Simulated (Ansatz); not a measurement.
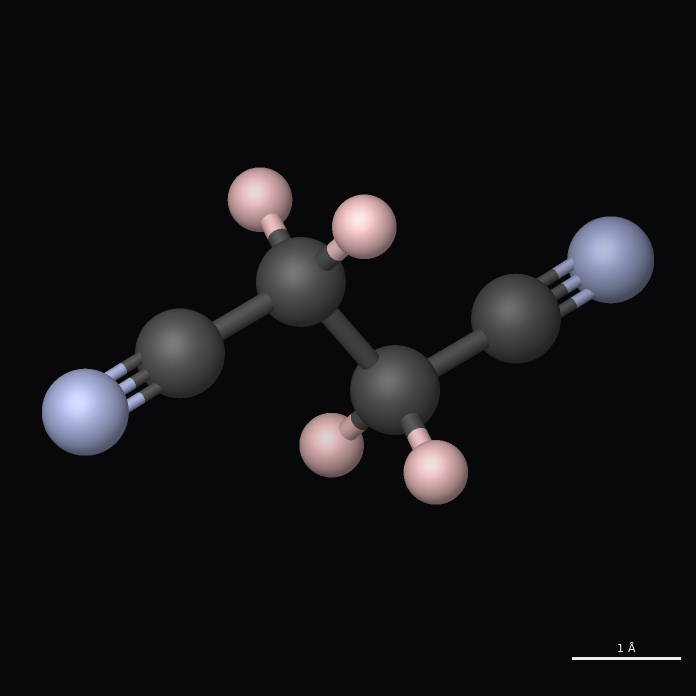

Ball-and-stick drawing of a structure. Double and triple bonds are drawn as two and three sticks. Colours: nitrogen light blue, carbon dark grey, hydrogen pink.

Question: What is the molecular formula?

Answer: C4H4N2, 10 atoms: 4 carbon, 4 hydrogen and 2 nitrogen.

Question: What is its SMILES?

Answer: N#CCCC#N

Question: Does it have rings?

Answer: It has no ring.

Question: How many bonds of each kind are drawn?

Answer: 4 C–H, 3 C–C, 2 C–N.

The parts below concern this one geometry. Atoms keep their numbers from picture to picture. Computed geometry: PBE0-D4/def2-TZVP optimisation.

### Shape

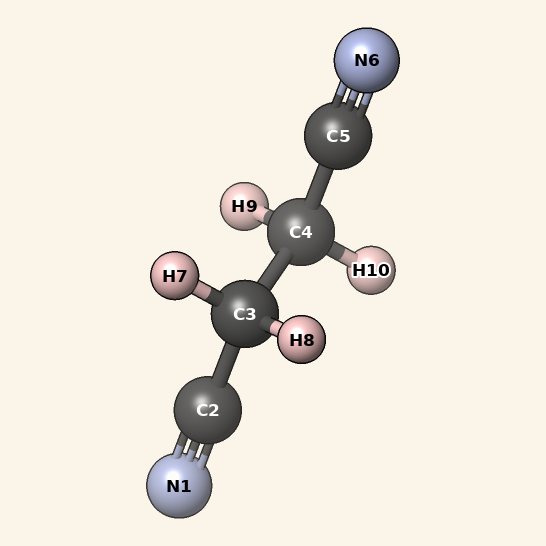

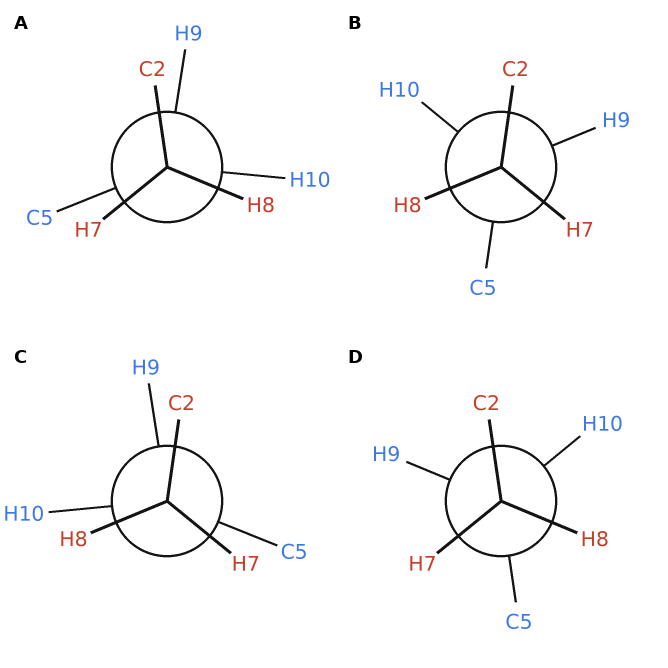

Atoms fade into the background with distance from the viewer. Bonds that would overlap in a projection are set slightly apart.

Question: Which Newman projection shows the view along C3–C4, with C3 in front?

Answer: B. The torsion angle C2–C3–C4–C5 is 180°, antiperiplanar (anti).

### Electronic properties

Properties computed with RKS r2SCAN-D4/def2-TZVPP (Ansatz 0.2.0).

Question: Estimate the LUMO energy (Kohn–Sham orbital).

Answer: −0.99 eV.

Question: Give the dispersion correction at this level.

Answer: −4.7 kJ/mol.

Question: Estimate the HOMO energy (Kohn–Sham orbital).

Answer: −8.79 eV.

### Vibrations

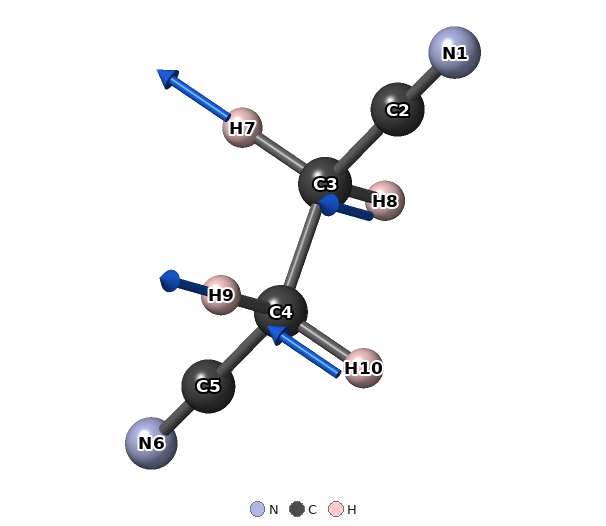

The arrows show one normal mode. Harmonic vibrations computed with RKS PBE0-D4/def2-TZVP (Ansatz 0.2.0) at a stationary point of the same level.

Question: Describe the motion.

Answer: Mostly out-of-phase stretching of 4 C–H bonds.

Question: Estimate its harmonic wavenumber.

Answer: 3136 cm⁻¹; it is mode 24 of 24 counted from the lowest.

### Charges

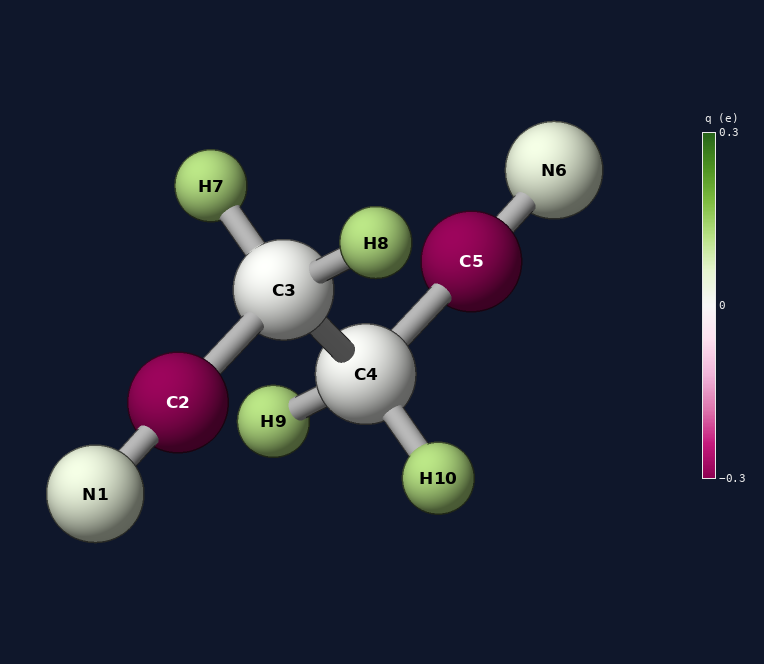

Atoms are coloured by their Mulliken charges. Level of theory: RKS B3LYP-D4/def2-TZVPP (Ansatz 0.2.0).

List the Mulliken charges.

```
atom  value (e)
  N1       0.04
  C2      −0.29
  C3       0.00
  C4       0.00
  C5      −0.29
  N6       0.04
  H7       0.12
  H8       0.12
  H9       0.12
 H10       0.12
```

Mulliken values depend strongly on the basis set and can even reverse the polarity of a bond.
